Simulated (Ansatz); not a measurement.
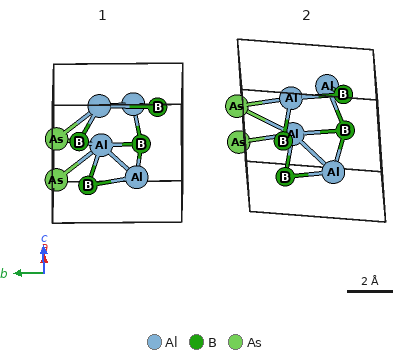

Two geometries of solid Al$_{2}$B$_{2}$As (a generated structure, set up in P1) (coarse preliminary run), drawn at one scale. One is the start of a relaxation, the other its converged end. A ball-and-stick model of the cell of the calculation, seen from a free direction.

Theory: DFT PBE, scalar-relativistic, plane waves, PAW in Ansatz 0.2.0. Set-up: plane-wave cutoff 420 eV; k-point mesh 6 × 4 × 4; occupations gaussian; smearing width 0.2 eV; no spin polarisation; cell and atoms relaxed; force threshold 0.025 eV/Å; at most 60 steps.

**Which geometry has the lower energy?**

Structure 2 is the relaxed one. Over 12 accepted moves (14 points after the start) the energy falls by 603 meV per atom. The largest force component goes from 11 to 0.022 eV/Å. Pressure: 14.83 GPa at the start and 0.03 GPa at the end. At 2 points the geometry stayed and the basis and grid were re-selected for the new cell (energy shift of 5.1 meV per atom at most each time). The atom that moves furthest relative to the cell is an As atom (1.08 Å roughly along [3 1 1]). Largest moves by element: As 1.08 Å, B 0.75 Å, Al 0.39 Å. The drawn cell changes as follows: a 3.626 → 3.880 Å (+7.0 %), b 5.811 → 6.134 Å (+5.5 %), c 6.250 → 6.155 Å (−1.5 %), α 91.8° → 84.5°, β 91.4° → 80.9°, γ 88.9° → 81.2°; the volume changes by +8.4 %. Near-neighbour distances that change, for instance: Al–As 2.932 → 4.860 Å, As–B 2.338 → 3.850 Å, As–B 2.439 → 3.841 Å, As–B 2.638 → 3.842 Å. Among the angles between lasting bonds that change: Al–B–As 171.0° → 121.0°, Al–B–As 113.8° → 163.5°, Al–B–As 157.5° → 121.1°. The space group stays P1 (No. 1). The run took 5.4 min on 1 thread of Intel(R) Xeon(R) Platinum 8488C (Sapphire Rapids), with other jobs on the host, peak memory 0.55 GiB.
